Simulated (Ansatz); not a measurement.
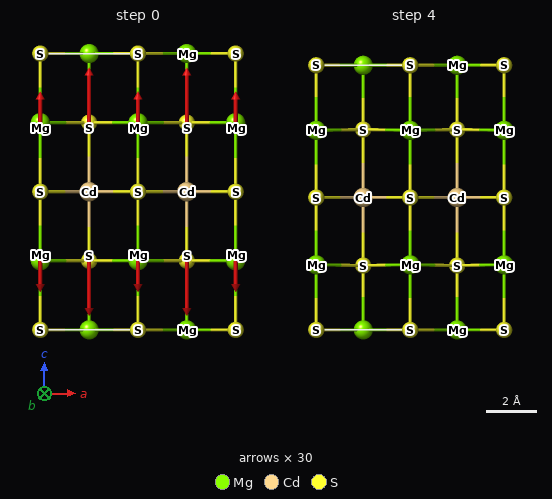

The structure of crystalline Mg$_{3}$CdS$_{4}$ (a generated structure, set up in P4/mmm) (coarse preliminary run) before (left) and after (right) a relaxation, at one scale. The red arrows give the displacements (the part carried along by the change of the cell is left out), 30 times their true length.

The picture is a ball-and-stick view of the cell of the calculation, repeated 2 × 1 × 1 with one cell outlined, seen along the b axis.

The calculation used Ansatz 0.2.0, DFT PBE, scalar-relativistic, plane waves, PAW.

The input:
```yaml
crystal:
  lattice:
    - [3.91271529, 0.0, 0.0]
    - [0.0, 3.91271529, 0.0]
    - [0.0, 0.0, 11.06683006]
  atoms:
    - { symbol: Mg, position: [0.0, 0.0, 0.75] }
    - { symbol: Mg, position: [0.5, 0.5, 0.0] }
    - { symbol: Mg, position: [0.0, 0.0, 0.25] }
    - { symbol: Cd, position: [0.5, 0.5, 0.5] }
    - { symbol: S, position: [0.0, 0.0, 0.0] }
    - { symbol: S, position: [0.5, 0.5, 0.25] }
    - { symbol: S, position: [0.0, 0.0, 0.5] }
    - { symbol: S, position: [0.5, 0.5, 0.75] }
basis:
  ecutwfc: 420
kpoints:
  mp_grid: { grid: [4, 4, 2] }
hamiltonian:
  xc: pbe
scf:
  occupations: { method: gaussian, width: 0.1 }
  lower_state_search: "off"
output:
  forces: true
  stress: true
  eigenvalues: true
relax:
  adjacent_minimum: "off"
  f_tol: 0.04
  max_steps: 70
  cell: { stress_tol: 0.4 }
```

Command:
```bash
ansatz run input.yaml --threads 1 --pin off --max-ram 2560MiB --backend cpu --events-out ev --progress --plain --runs-dir out
```

### Describe what moved and what it gained.

The largest moves relative to the cell, 0.074 Å, are those of S6 and S8. S6 goes along −c. Largest moves by element: S 0.074 Å, Mg 0.042 Å. Cd stays in place. Cell: a = b 3.913 → 3.762 Å (−3.8 %), c 11.067 → 10.597 Å (−4.2 %). Volume −11.5 %. Among the contacts that change: Mg2–S6 2.767 → 2.575 Å, Mg1–S5 2.767 → 2.607 Å, Cd4–S7 2.767 → 2.660 Å, Mg1–S8 2.767 → 2.661 Å. The space group stays P4/mmm (No. 123). After 3 accepted moves (4 points after the start) the energy has fallen by 62.0 meV per atom. The largest force component goes from 0.32 to 0.031 eV/Å. The pressure goes from −6.88 to −0.03 GPa. At 1 point the geometry stayed and the basis and grid were re-selected for the new cell (energy shift of 0.2 meV per atom at most each time). Cost: 63 s on 1 thread of Intel(R) Xeon(R) Processor @ 2.50GHz (Skylake/Cascade Lake) (shared host), peak memory 0.45 GiB.
